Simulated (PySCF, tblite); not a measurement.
**C2H3FO2, a complex of two parts: NMR shifts, interaction energy, infrared bands, spin-spin couplings and core binding energies**

Aim: the NMR shifts, interaction energy, infrared bands, spin-spin couplings and core binding energies of `O=C=O` with `CF`.

Programs: tblite 0.8.0 and PySCF 2.14.0. All values are calculated, for the isolated system unless a continuum is named. Atoms count from 0, parts from 1.

## Step 1: The system as given

8 atoms, charge 0, multiplicity 1; geometry: rigid parts in contact. Parts: 1 = atoms 0–2, `O=C=O`, charge 0; 2 = atoms 3–7, `CF`, charge 0.

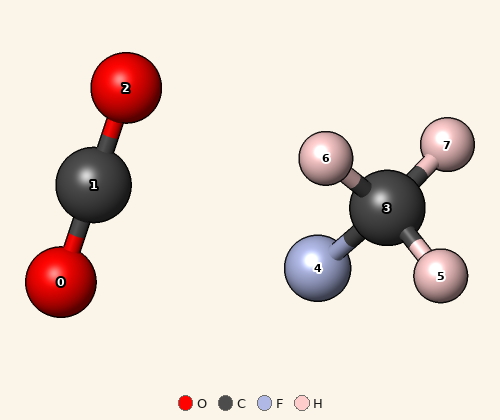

The starting geometry (oxygen red, carbon dark grey, fluorine light blue, hydrogen pink), atoms numbered.

## Step 2: Bringing the parts together with GFN2-xTB

The job: settings as JSON, then the geometry in Å.

```
{"job": {"kind": "dock", "xc": "GFN2-xTB", "basis": "xTB"}, "charge": 0, "multiplicity": 1, "parts": [{"atoms": "0-2", "charge": 0, "multiplicity": 1}, {"atoms": "3-7", "charge": 0, "multiplicity": 1}]}
O     -1.136986    -0.122930     0.002036
C     -0.000005     0.000049    -0.000032
O      1.136991     0.122881    -0.002004
C      0.971439    -1.259821    -2.810774
F     -0.157143    -0.517648    -2.619592
H      0.682317    -2.200298    -3.281149
H      1.428340    -1.437745    -1.836698
H      1.643443    -0.693518    -3.456683
```

With the program's defaults for keys left out, this is: GFN2-xTB search for minima from random contacts, gas phase.

Started as:

```
> OMP_NUM_THREADS=1 python cluster_run.py task.json out
```

The driver reads the jobs from task.json and runs them one after another.

What it wrote:

```text
step      E/eV     max force
  0    -508.93610    0.518
  1    -508.93101    1.672
  2    -508.93808    0.138
  3    -508.93892    0.121
  4    -508.94156    0.348
  5    -508.94273    0.268
  6    -508.94561    0.269
  7    -508.95097    0.506
  8    -508.95902    0.669
  9    -508.96678    0.552
 10    -508.97144    0.232
 11    -508.97398    0.139
 12    -508.97582    0.294
 13    -508.97723    0.292
 14    -508.97790    0.155
 15    -508.97808    0.038
 16    -508.97813    0.021
 17    -508.97818    0.039
 18    -508.97825    0.051
 19    -508.97833    0.047
 20    -508.97846    0.042
 21    -508.97869    0.063
 22    -508.97915    0.115
 23    -508.97987    0.159
 24    -508.98055    0.127
 25    -508.98101    0.059
 26    -508.98121    0.036
 27    -508.98129    0.025
 28    -508.98137    0.023
 29    -508.98142    0.019
 30    -508.98146    0.020
 31    -508.98151    0.024
 32    -508.98162    0.033
 33    -508.98186    0.053
 34    -508.98231    0.071
 35    -508.98290    0.107
 36    -508.98359    0.089
 37    -508.98438    0.136
 38    -508.98437    0.276
 39    -508.98563    0.103
 40    -508.98624    0.126
 41    -508.98685    0.133
 42    -508.98709    0.163
 43    -508.98736    0.052
 44    -508.98771    0.089
 45    -508.98810    0.167
 46    -508.98847    0.044
 47    -508.98871    0.057
 48    -508.98894    0.135
 49    -508.98912    0.078
 50    -508.98928    0.025
 51    -508.98933    0.085
 52    -508.98938    0.048
 53    -508.98942    0.030
 54    -508.98950    0.056
 55    -508.98954    0.032
 56    -508.98958    0.013

distinct minima (kcal/mol above the one taken): 0.00 0.30 0.52
by PBE0-D3(BJ)/def2-SVP single points: 0.00 0.60 1.45
binding energy -2.012 kcal/mol
```

It took 6 s on 1 thread of Arm Neoverse V1, shared host.

Step by step:

| step | energy from step 0 (eV) | largest force (eV/Å) |
| --- | --- | --- |
| 0 | 0.0000 | 0.5181 |
| 2 | -0.0020 | 0.1376 |
| 4 | -0.0055 | 0.3485 |
| 6 | -0.0095 | 0.2690 |
| 8 | -0.0229 | 0.6691 |
| 10 | -0.0353 | 0.2311 |
| 12 | -0.0397 | 0.2945 |
| 14 | -0.0418 | 0.1552 |
| 16 | -0.0420 | 0.0211 |
| 18 | -0.0421 | 0.0510 |
| 20 | -0.0424 | 0.0416 |
| 22 | -0.0430 | 0.1147 |
| 24 | -0.0444 | 0.1274 |
| 26 | -0.0451 | 0.0362 |
| 28 | -0.0453 | 0.0230 |
| 30 | -0.0454 | 0.0197 |
| 32 | -0.0455 | 0.0328 |
| 34 | -0.0462 | 0.0710 |
| 36 | -0.0475 | 0.0891 |
| 38 | -0.0483 | 0.2758 |
| 40 | -0.0501 | 0.1261 |
| 42 | -0.0510 | 0.1631 |
| 44 | -0.0516 | 0.0895 |
| 46 | -0.0524 | 0.0434 |
| 48 | -0.0528 | 0.1347 |
| 50 | -0.0532 | 0.0257 |
| 52 | -0.0533 | 0.0481 |
| 54 | -0.0534 | 0.0560 |
| 56 | -0.0535 | 0.0132 |

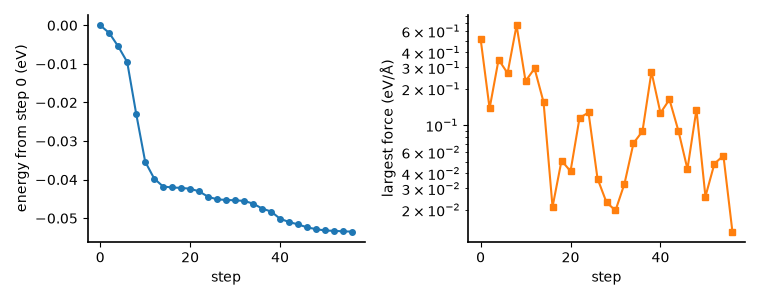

Energy and largest force along the relaxation.

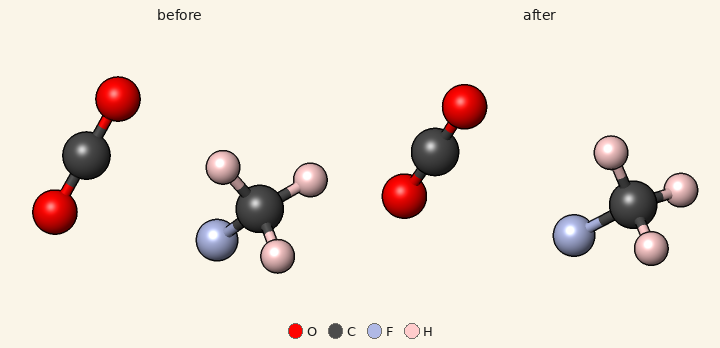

Before and after, at one scale.

Close pairs (by a distance rule), those that changed most:

```
 bond  before (Å)  after (Å)  change (Å)
C3–F4       1.364      1.367      +0.003
C1–O2       1.144      1.145      +0.001
O0–C1       1.144      1.142      -0.001
C3–H7       1.091      1.090      -0.001
C3–H5       1.091      1.090      -0.001
C3–H6       1.091      1.090      -0.000
```

Contacts between the parts in the structure taken on (a selection, picked against the atoms' radii; other short pairs can be missing):

| atoms | distance (Å) | kind (by distance and angle) | angle (°) |
| --- | --- | --- | --- |
| C1···F4 | 2.80 | inside the van der Waals sum | – |

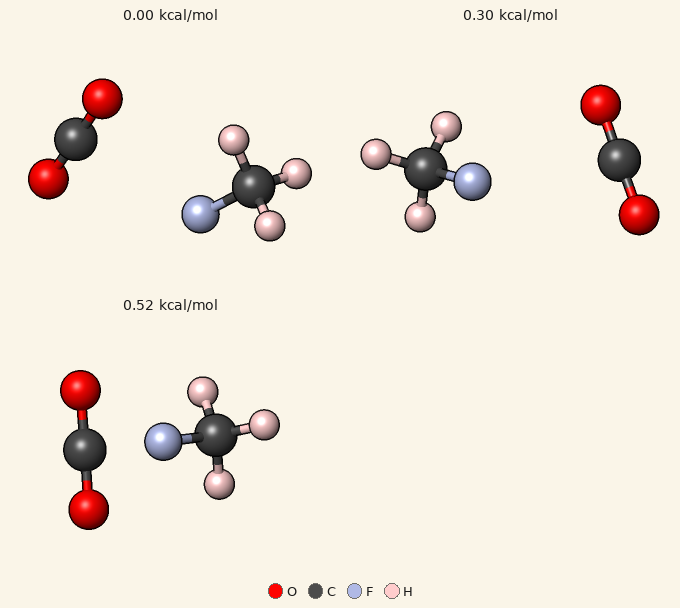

The minima found from 6 starts, with xTB energies counted from the lowest.

## Step 3: Optimising the geometry at PBE0-D3(BJ)/def2-SVPD

The job: settings as JSON, then the geometry in Å.

```
{"job": {"xc": "PBE0", "basis": "def2-SVPD", "d3": "d3bj", "grid": 2, "kind": "geom", "shake": 0.01}, "charge": 0, "multiplicity": 1, "parts": [{"atoms": "0-2", "charge": 0, "multiplicity": 1}, {"atoms": "3-7", "charge": 0, "multiplicity": 1}]}
O     -1.236893     0.402647     0.192021
C     -0.169152     0.094979     0.194645
O      0.914714    -0.224664     0.222617
C      1.105528    -1.307406    -2.953437
F     -0.097718    -0.810174    -2.459558
H      0.852473    -2.281040    -3.386571
H      1.791816    -1.397370    -2.126838
H      1.453705    -0.614555    -3.715676
```

What it wrote:

```text
step   0  E = -327.75183911  max force = 0.119317
step   1  E = -327.76030542  max force = 0.007137
step   2  E = -327.76035104  max force = 0.002372
step   3  E = -327.76036519  max force = 0.000732
step   4  E = -327.76036828  max force = 0.000894
step   5  E = -327.76037055  max force = 0.000587
step   6  E = -327.76037079  max force = 0.000158
optimisation converged
```

Wall time 40 s (1 thread of Arm Neoverse V1, shared host); peak memory 0.58 GiB.

The steps of the relaxation:

```
step  energy from step 0 (eV)  largest force component (eV/Å)
   0                   0.0000                          6.1355
   1                  -0.2304                          0.3670
   2                  -0.2316                          0.1220
   3                  -0.2320                          0.0376
   4                  -0.2321                          0.0460
   5                  -0.2322                          0.0302
   6                  -0.2322                          0.0081
```

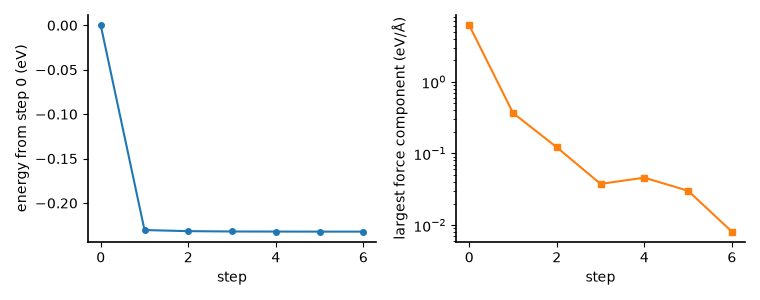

Energy and force, step by step.

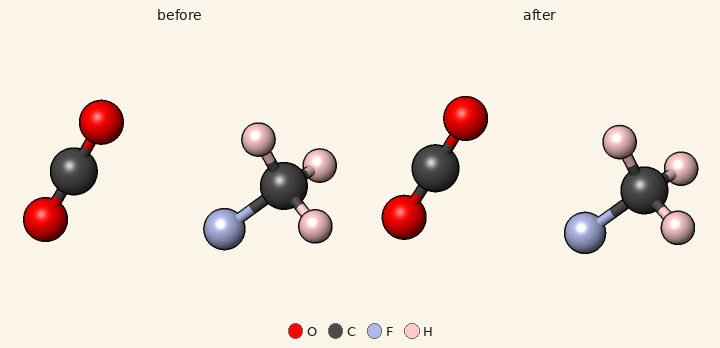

Before and after, at one scale.

Close pairs (by a distance rule), those that changed most:

```csv
bond,before (Å),after (Å),change (Å)
O0–C1,1.111,1.158,+0.047
C1–O2,1.130,1.161,+0.031
C3–H6,1.078,1.099,+0.020
C3–H7,1.087,1.099,+0.011
C3–F4,1.392,1.382,-0.011
C3–H5,1.095,1.099,+0.003
```

The next job starts from the end point, and lists it.

```csv
at the end point,value
point group (found at 0.08 Å tolerance),C1
"rotational constants (GHz, main isotopes)","9.716, 2.430, 1.968"
dipole moment (D),1.91
```

Contacts at the end point (a selection, picked against the atoms' radii; other short pairs can be missing):

```
  atoms  distance (Å)  kind (by distance and angle)  angle (°)
C1···F4          2.84  inside the van der Waals sum          –
```

Against the parts relaxed at this level the binding energy is -2.47 kcal/mol, without counterpoise.

## Step 4: Nuclear shieldings: PBE0/pcSseg-2

The job: settings as JSON, then the geometry in Å.

```
{"job": {"kind": "nmr", "xc": "PBE0", "basis": "pcSseg-2"}, "charge": 0, "multiplicity": 1, "parts": [{"atoms": "0-2", "charge": 0, "multiplicity": 1}, {"atoms": "3-7", "charge": 0, "multiplicity": 1}]}
O     -1.202502     0.395946     0.271247
C     -0.094914     0.058371     0.240456
O      1.017675    -0.272940     0.234023
C      1.024101    -1.275704    -2.973210
F     -0.166384    -0.781310    -2.476043
H      0.837703    -2.264880    -3.413534
H      1.744360    -1.354994    -2.147496
H      1.399962    -0.584257    -3.739924
```

Level: GIAO PBE0/pcSseg-2 NMR shielding, non-relativistic, gas phase.

What it wrote:

```text
coarse grid: 7296 points
cycle   1  E = -327.9769448955  dE =  6.297e-01  |g| = 9.352e-01  |ddm| = 1.917e+00
cycle   2  E = -327.7217539372  dE =  2.552e-01  |g| = 1.566e+00  |ddm| = 9.806e-01
cycle   3  E = -328.1256364489  dE = -4.039e-01  |g| = 6.246e-02  |ddm| = 6.475e-01
cycle   4  E = -328.1257085996  dE = -7.215e-05  |g| = 5.986e-02  |ddm| = 5.183e-02
cycle   5  E = -328.1262616524  dE = -5.531e-04  |g| = 1.770e-02  |ddm| = 2.600e-02
cycle   6  E = -328.1263129263  dE = -5.127e-05  |g| = 6.490e-03  |ddm| = 9.200e-03
cycle   7  E = -328.1263194236  dE = -6.497e-06  |g| = 1.176e-03  |ddm| = 2.638e-03
final grid: 72552 points
cycle   8  E = -328.1211958517  dE = -5.117e-05  |g| = 1.090e-02  |ddm| = 2.752e-02
cycle   9  E = -328.1211649760  dE =  3.088e-05  |g| = 1.748e-02  |ddm| = 1.055e-02
cycle  10  E = -328.1212160345  dE = -5.106e-05  |g| = 1.039e-03  |ddm| = 6.750e-03
cycle  11  E = -328.1212162556  dE = -2.212e-07  |g| = 2.582e-04  |ddm| = 6.282e-04
cycle  12  E = -328.1212162631  dE = -7.494e-09  |g| = 1.763e-04  |ddm| = 1.528e-04
cycle  13  E = -328.1212162681  dE = -5.008e-09  |g| = 4.651e-05  |ddm| = 7.734e-05
cycle  14  E = -328.1212162685  dE = -3.415e-10  |g| = 1.600e-05  |ddm| = 2.131e-05
converged SCF energy = -328.1212162685

GIAO shielding tensors (ppm)
atom      isotropic    diamagn.    paramagn.     s11        s22        s33       span
  0 O      208.821     393.337    -184.516    106.067    109.734    410.662    304.595
  1 C       51.264     267.347    -216.083    -66.672    -63.908    284.372    351.044
  2 O      213.489     393.985    -180.496    115.550    117.677    407.240    291.690
  3 C      108.555     236.152    -127.598     71.611     72.886    181.167    109.556
  4 F      462.537     474.722     -12.184    415.626    481.474    490.513     74.887
  5 H       26.973      26.978      -0.006     24.094     24.683     32.141      8.047
  6 H       26.806      28.983      -2.177     23.261     26.148     31.009      7.748
  7 H       26.984      27.321      -0.337     24.186     24.627     32.138      7.951

== part 1 alone, relaxed ==
coarse grid: 3264 points
cycle   1  E = -188.3429340304  dE =  6.334e-01  |g| = 8.454e-01  |ddm| = 1.477e+00
cycle   2  E = -188.1061033193  dE =  2.368e-01  |g| = 1.464e+00  |ddm| = 8.972e-01
cycle   3  E = -188.4686985139  dE = -3.626e-01  |g| = 2.590e-02  |ddm| = 6.034e-01
cycle   4  E = -188.4687970051  dE = -9.849e-05  |g| = 1.108e-02  |ddm| = 2.344e-02
cycle   5  E = -188.4688209861  dE = -2.398e-05  |g| = 1.885e-03  |ddm| = 8.353e-03
cycle   6  E = -188.4688214702  dE = -4.841e-07  |g| = 1.963e-04  |ddm| = 6.869e-04
final grid: 33624 points
cycle   7  E = -188.4643862240  dE = -9.634e-06  |g| = 9.432e-03  |ddm| = 2.283e-02
cycle   8  E = -188.4643595467  dE =  2.668e-05  |g| = 1.582e-02  |ddm| = 9.043e-03
cycle   9  E = -188.4644007204  dE = -4.117e-05  |g| = 2.685e-04  |ddm| = 5.922e-03
cycle  10  E = -188.4644007314  dE = -1.109e-08  |g| = 1.070e-04  |ddm| = 1.813e-04
cycle  11  E = -188.4644007320  dE = -5.839e-10  |g| = 9.175e-05  |ddm| = 7.179e-05
cycle  12  E = -188.4644007336  dE = -1.538e-09  |g| = 2.758e-06  |ddm| = 3.616e-05
cycle  13  E = -188.4644007336  dE = -2.558e-13  |g| = 3.900e-07  |ddm| = 1.869e-06
converged SCF energy = -188.4644007336

GIAO shielding tensors (ppm)
atom      isotropic    diamagn.    paramagn.     s11        s22        s33       span
  0 O      212.676     392.324    -179.648    111.780    111.781    414.467    302.688
  1 C       51.475     266.407    -214.932    -65.563    -65.563    285.550    351.113
  2 O      212.674     392.324    -179.650    111.777    111.777    414.467    302.691

== part 2 alone, relaxed ==
coarse grid: 4032 points
cycle   1  E = -139.6264687466  dE = -4.082e-03  |g| = 4.241e-01  |ddm| = 1.243e+00
cycle   2  E = -139.5978196245  dE =  2.865e-02  |g| = 6.269e-01  |ddm| = 4.411e-01
cycle   3  E = -139.6542762499  dE = -5.646e-02  |g| = 3.352e-02  |ddm| = 2.529e-01
cycle   4  E = -139.6544354948  dE = -1.592e-04  |g| = 1.055e-02  |ddm| = 1.624e-02
cycle   5  E = -139.6544586435  dE = -2.315e-05  |g| = 3.643e-03  |ddm| = 7.310e-03
cycle   6  E = -139.6544613769  dE = -2.733e-06  |g| = 1.909e-04  |ddm| = 1.855e-03
final grid: 38928 points
cycle   7  E = -139.6543049679  dE = -4.290e-05  |g| = 5.133e-03  |ddm| = 1.568e-02
cycle   8  E = -139.6543028571  dE =  2.111e-06  |g| = 6.378e-03  |ddm| = 4.967e-03
cycle   9  E = -139.6543105725  dE = -7.715e-06  |g| = 7.832e-04  |ddm| = 2.605e-03
cycle  10  E = -139.6543106598  dE = -8.737e-08  |g| = 2.339e-04  |ddm| = 4.398e-04
cycle  11  E = -139.6543106680  dE = -8.219e-09  |g| = 2.095e-05  |ddm| = 9.762e-05
cycle  12  E = -139.6543106681  dE = -5.070e-11  |g| = 1.309e-06  |ddm| = 8.315e-06
converged SCF energy = -139.6543106681

GIAO shielding tensors (ppm)
atom      isotropic    diamagn.    paramagn.     s11        s22        s33       span
  0 C      109.422     238.795    -129.373     73.773     73.778    180.717    106.944
  1 F      465.780     466.143      -0.364    420.110    488.607    488.623     68.514
  2 H       27.009      28.555      -1.547     24.273     25.028     31.726      7.453
  3 H       27.009      28.557      -1.548     24.272     25.028     31.726      7.454
  4 H       27.009      28.554      -1.545     24.273     25.028     31.726      7.453
```

Run time: 25 s. Hardware: 1 thread of Arm Neoverse V1, shared host; peak memory 0.78 GiB.

No reference compound was run at this level, so shieldings alone are listed.

```csv
atoms,environment,σ (ppm)
C1,carbon bonded to 2 O,51.3
C3,"carbon bonded to F, 3 H",108.6
H6,hydrogen on a carbon bonded to F,26.81
H5,hydrogen on a carbon bonded to F,26.97
H7,hydrogen on a carbon bonded to F,26.98
O0,oxygen bonded to C,208.8
O2,oxygen bonded to C,213.5
F4,fluorine bonded to C,462.5
```

Charges from the same density, by scheme (e):

```csv
atoms,Mulliken,IAO,Hirshfeld,ESP fit
O0,-0.26,-0.35,-0.17,-0.37
C1,0.55,0.72,0.33,0.73
O2,-0.29,-0.37,-0.17,-0.37
C3,0.21,-0.11,-0.02,-0.10
F4,-0.32,-0.34,-0.12,-0.20
```

IAO charges:

```
atom  value (e)
  O0      -0.35
  C1       0.72
  O2      -0.37
  C3      -0.11
  F4      -0.34
  H5       0.15
  H6       0.15
  H7       0.15
```

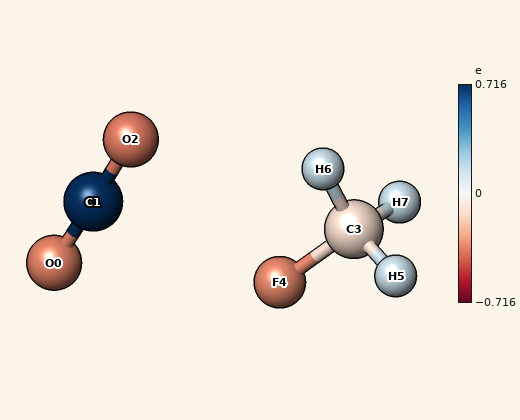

IAO charges, as colours on the atoms.

Mayer bond orders: O0–C1 2.12, C1–O2 2.07, C3–F4 0.87.

Against the parts alone, each relaxed by itself:

| atom | σ alone (ppm) | σ in the cluster | shift on binding (ppm) |
| --- | --- | --- | --- |
| O0 | 212.68 | 208.82 | +3.85 |
| F4 | 465.78 | 462.54 | +3.24 |
| C3 | 109.42 | 108.55 | +0.87 |
| O2 | 212.67 | 213.49 | -0.81 |
| C1 | 51.47 | 51.26 | +0.21 |
| H6 | 27.01 | 26.81 | +0.20 |
| H5 | 27.01 | 26.97 | +0.04 |
| H7 | 27.01 | 26.98 | +0.03 |

(Part 1 of 3 ends here.)
